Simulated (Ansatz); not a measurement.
Take HgTe in the zinc blende structure (space group F-43m, No. 216; a = 6.6507 Å) as the base.

Structures relaxed with Ansatz (a first-principles code) PBE, no spin-orbit coupling.

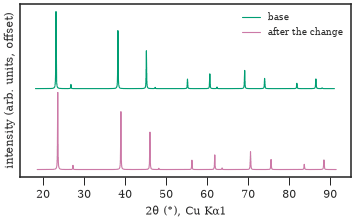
Figure. Simulated powder patterns before (top) and after one change

**Question.** Which of these changes matches the shifts?
(A) pressure −1 GPa
(B) pressure 2.1 GPa
(C) pressure 4.5 GPa
(D) pressure 0.9 GPa

**Answer.** B, pressure 2.1 GPa. Its volume per atom is 34.86 Å³ against 36.77 Å³, and its space group is F-43m (No. 216).

Load acts through the strain it causes; cell and atoms are relaxed under it. Stability against distortions was not tested. Tetrahedral semiconductors of this kind turn to denser phases somewhere between about 1 and 50 GPa; those were not computed, so compressed cells here can lie past the real transition. The final runs are not spin-polarised.
